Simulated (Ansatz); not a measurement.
# BH2O2F (SMILES OB(O)F): PBE0/def2-SVPD

Aim: the electronic atomisation energy of BH2O2F at PBE0/def2-SVPD, from 5 runs. 

The calculation is run with Ansatz 0.2.0.

57 further runs of the same task are left out: 57 set aside as unsound or not needed.

**1. The system as given**

BH2O2F has 6 atoms, charge 0, and is taken as a singlet. As SMILES, `OB(O)F`. The shape is that of a PBE0-D4/def2-TZVP optimisation. This is one conformer, not always the lowest.

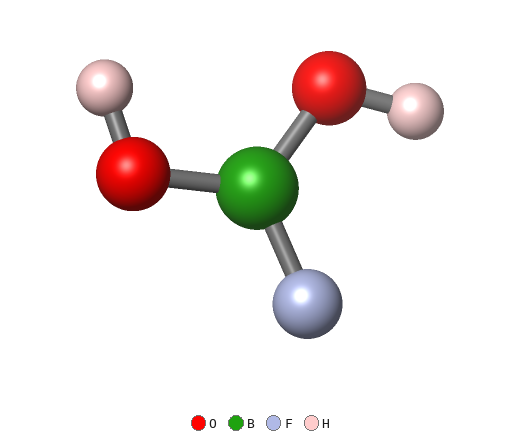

The structure, seen from a chosen angle (oxygen red, boron green, fluorine light blue, hydrogen pink).

**2. The energy at PBE0/def2-SVPD**

input.yaml

```yaml
crystal:
  periodic: [false, false, false]
  atoms:
    - {symbol: O, position_ang: [-0.477500, 0.971000, -0.208400]}
    - {symbol: B, position_ang: [-0.023800, -0.307500, -0.106500]}
    - {symbol: O, position_ang: [0.989400, -0.635200, 0.726100]}
    - {symbol: F, position_ang: [-0.573100, -1.280600, -0.833200]}
    - {symbol: H, position_ang: [-1.198900, 1.066100, -0.834300]}
    - {symbol: H, position_ang: [1.326000, 0.122200, 1.210000]}
basis:
  gaussian:
    orbitals: def2-SVPD
magnetization:
  spin_polarized: false
hamiltonian:
  xc: pbe0
accuracy: high
output: {orbitals: {seedname: orbitals}}
```

Started as:

```console
$ ansatz run input.yaml --threads 1 --pin off --max-ram 3480MiB --events-out events.jsonl --progress --plain --runs-dir runs
```

Standard output:

```text
Warning: RAYON_NUM_THREADS=1 ignored (pool sized by the plan → 1); use --threads N
Functional definition: PBE0
  name "PBE0"
  parameter a = 0.25
  parameter kappa = 0.804
  parameter beta = 0.06672455060314922
  exchange = (1 - a)*pbe_x(kappa = kappa, mu = beta*pi^2/3) + a*exact_x
  correlation = pbe_c(beta = beta)
2074 factors; integrals over basis functions are off by at most 3.5e-9 eV
mean field evaluation 1: about -7504.7537 eV, gradient 6.4e1 eV
mean field evaluation 2: about -7497.8706 eV, gradient 9.0e1 eV
mean field evaluation 4: about -7511.5341 eV, gradient 3.3e0 eV
mean field evaluation 8: about -7511.5473 eV, gradient 5.4e-2 eV
mean field evaluation 16: about -7511.5473 eV, gradient 1.6e-6 eV
mean field -7511.54730396 eV, -276.0442719109 hartree, gradient 5.3e-8 eV, S^2 0.000000; 0 other end points of the search recorded, 0 dependent functions left out
reference -7511.54730683 eV, -276.0442720163 hartree; 16, 16 occupied and 89, 89 virtual orbitals, 2074 factors
Total energy: -7511.54730683 eV, -276.0442720163 hartree
```

It took 11 s on 1 thread of Arm Neoverse N1, shared host; peak memory 0.31 GiB.

**3. The B atom, same level**

run.yaml

```yaml
crystal:
  periodic: [false, false, false]
  atoms:
    - {symbol: B, position_ang: [0.000000, 0.000000, 0.000000]}
basis:
  gaussian:
    orbitals: def2-SVPD
total_charge: 0
magnetization:
  spin_polarized: true
  initial_magnetization: 1
hamiltonian:
  xc: {name: PBE0}
accuracy: high
```

Run the same way, it converges to -24.58990 Eh (log not shown).

**4. The F atom, same level**

in.yaml

```yaml
crystal:
  periodic: [false, false, false]
  atoms:
    - symbol: F
      position_ang: [0.000000, 0.000000, 0.000000]
basis:
  gaussian: {orbitals: def2-SVPD}
magnetization: {spin_polarized: true, initial_magnetization: 1}
hamiltonian: {xc: {name: PBE0}}
accuracy: high
```

Run the same way, it converges to -99.55958 Eh (log not shown).

**5. The H atom at the same level**

in.yaml

```yaml
crystal:
  periodic: [false, false, false]
  atoms:
    - {symbol: H, position_ang: [0.000000, 0.000000, 0.000000]}
basis:
  gaussian:
    orbitals: def2-SVPD
magnetization:
  spin_polarized: true
  initial_magnetization: 1
hamiltonian:
  xc: {name: PBE0}
accuracy: high
```

Started as:

```console
$ ansatz run in.yaml --threads 1 --pin off --max-ram 3480MiB --events-out events.jsonl --progress --plain --runs-dir runs
```

Standard output, shortened:

```text
Warning: RAYON_NUM_THREADS=1 ignored (pool sized by the plan → 1); use --threads N
[... 7 set-up lines as earlier in the session ...]
33 factors; integrals over basis functions are off by at most 2.1e-9 eV
mean field evaluation 1: about -13.6122 eV, gradient 3.3e-1 eV
mean field evaluation 2: about -13.6136 eV, gradient 2.0e-2 eV
mean field evaluation 4: about -13.6136 eV, gradient 2.2e-5 eV
mean field evaluation 8: about -13.6136 eV, gradient 1.1e-8 eV
mean field -13.61360498 eV, -0.5002907553 hartree, gradient 1.1e-8 eV, S^2 0.750000; 0 other end points of the search recorded, 0 dependent functions left out
reference -13.61360633 eV, -0.5002908051 hartree; 1, 0 occupied and 7, 8 virtual orbitals, 33 factors
Total energy: -13.61360633 eV, -0.5002908051 hartree
```

Wall time 0.16 s (1 thread of Arm Neoverse N1, shared host).

**6. The O atom, same level**

run.yaml

```yaml
crystal:
  periodic: [false, false, false]
  atoms:
    - symbol: O
      position_ang: [0.000000, 0.000000, 0.000000]
basis:
  gaussian:
    orbitals: def2-SVPD
magnetization:
  spin_polarized: true
  initial_magnetization: 2
hamiltonian:
  xc: pbe0
accuracy: high
```

Started as:

```console
$ ansatz run run.yaml --threads 1 --pin off --max-ram 3480MiB --events-out events.jsonl --progress --plain --runs-dir runs
```

Standard output, shortened:

```text
Warning: RAYON_NUM_THREADS=1 ignored (pool sized by the plan → 1); use --threads N
[... 7 set-up lines as earlier in the session ...]
191 factors; integrals over basis functions are off by at most 1.9e-9 eV
mean field evaluation 1: about -2038.8794 eV, gradient 5.7e0 eV
mean field evaluation 2: about -2038.9619 eV, gradient 3.1e0 eV
mean field evaluation 4: about -2039.0016 eV, gradient 3.8e-2 eV
mean field evaluation 8: about -2039.0019 eV, gradient 4.6e-4 eV
mean field -2039.00192690 eV, -74.9319387286 hartree, gradient 8.3e-9 eV, S^2 2.003727; 0 other end points of the search recorded, 0 dependent functions left out
reference -2039.00192895 eV, -74.9319388036 hartree; 5, 3 occupied and 18, 20 virtual orbitals, 191 factors
Total energy: -2039.00192895 eV, -74.9319388036 hartree
```

It took 0.56 s on 1 thread of Arm Neoverse N1, shared host.

**7. What came out**

At PBE0/def2-SVPD:

| quantity | value |
| --- | --- |
| molecule: total energy | -276.04427 Eh |
| molecule: HOMO energy | -9.89 eV |
| molecule: LUMO energy | -0.17 eV |
| molecule: HOMO–LUMO gap | 9.72 eV |
| B atom: total energy | -24.58990 Eh |
| B atom: ⟨S²⟩ | 0.754 |
| F atom: total energy | -99.55958 Eh |
| F atom: ⟨S²⟩ | 0.752 |
| H atom: total energy | -0.50029 Eh |
| H atom: ⟨S²⟩ | 0.750 |
| O atom: total energy | -74.93194 Eh |
| O atom: ⟨S²⟩ | 2.004 |
| electronic atomisation energy | 28.037 eV |

**Reading.** Taking the molecule apart into free atoms costs 28.04 eV (647 kcal/mol), before zero-point energy and without spin-orbit coupling.
